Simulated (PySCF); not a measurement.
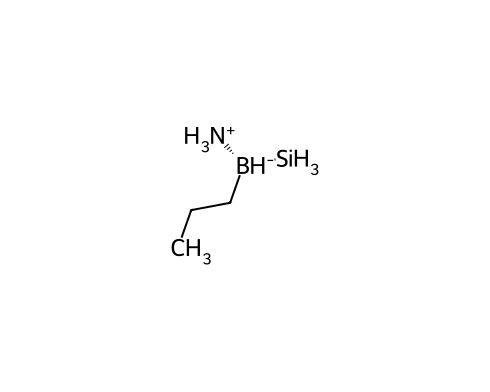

Computed geometry: GFN2-xTB optimisation. No frequency run is at hand to confirm it as a minimum. Properties computed with B3LYP/def2-SVPD, gas phase (PySCF 2.14.0). Excitations: vertical, linear response.

Computed properties:

The species is C3H14BNSi (`CCC[B@H-]([NH3+])[SiH3]`).
- dipole moment: 5.19 D
- HOMO energy (Kohn–Sham orbital): −6.81 eV
- LUMO energy (Kohn–Sham orbital): −0.73 eV
- HOMO–LUMO gap: 6.07 eV
- mean static polarisability: 96.1 bohr³
- lowest vertical singlet excitation: 5.21 eV
- its oscillator strength: 0.002
- brightest of the 8 lowest singlets: 7.13 eV
- its oscillator strength: 0.08

The geometry is semi-empirical. Around B, Si such bond lengths and angles can be off by a tenth of an ångström or more and by several degrees, and values that hang on the shape move with them.
